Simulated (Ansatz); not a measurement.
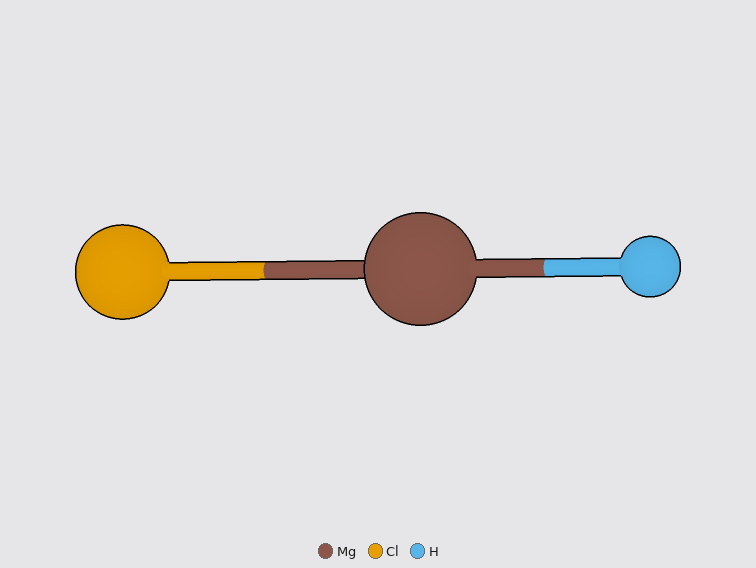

Computed geometry: PBE0-D4/def2-TZVP optimisation.

Describe the molecule.

The molecule is ClHMg. The point group is C∞v. All atoms lie on one line. Coordination: 1 Mg linear.

The parts below concern this one geometry. Atoms keep their numbers from picture to picture.

### Geometry

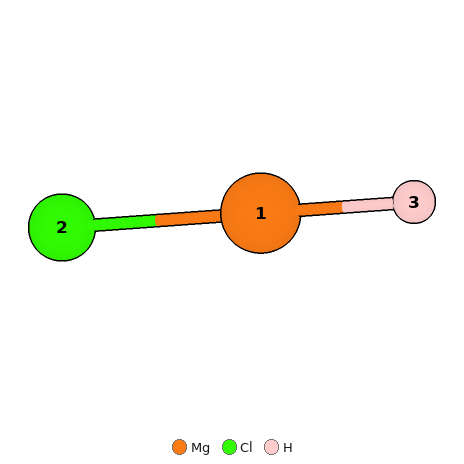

Numbered structure.

Give these bond angles: Cl2–Mg1–H3.

```tsv
angle	degrees
Cl2–Mg1–H3	180.0
```

### Dipole moment

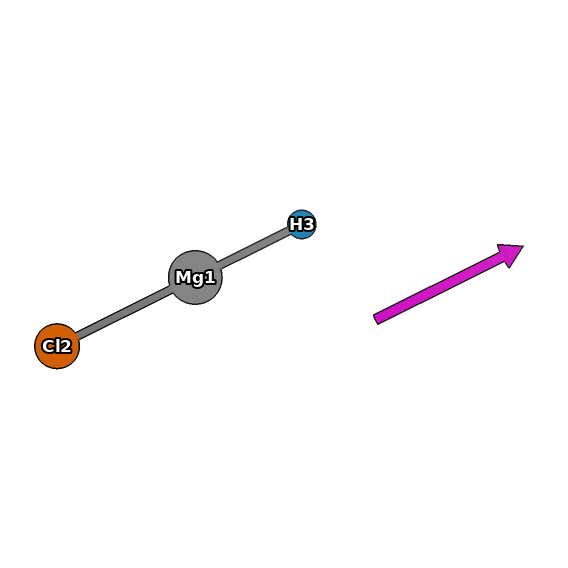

The arrow beside the molecule shows the direction of the dipole moment, from the negative to the positive end (its length means nothing). Properties computed with RKS PBE0-D4/def2-TZVP (Ansatz 0.2.0).

> How large is the dipole moment?

1.57 D; it points from the side of Cl2 to the side of H3 (the outermost atoms at the two ends).

### Electronic properties

Method: RKS PBE0-D4/def2-TZVPP (Ansatz 0.2.0).

> What is the HOMO–LUMO gap?

7.32 eV.

> Estimate the HOMO energy (Kohn–Sham orbital).

−8.28 eV.

### Vibrations

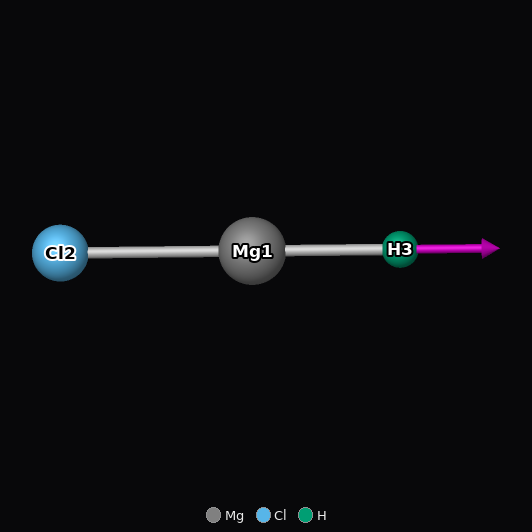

The arrows show one normal mode. Harmonic vibrations computed with RKS PBE0-D4/def2-TZVP (Ansatz 0.2.0) at a stationary point of the same level.

> What kind of motion is it?

Mostly Mg–H stretching.

> Estimate its harmonic wavenumber.

1672 cm⁻¹; it is mode 4 of 4 counted from the lowest.
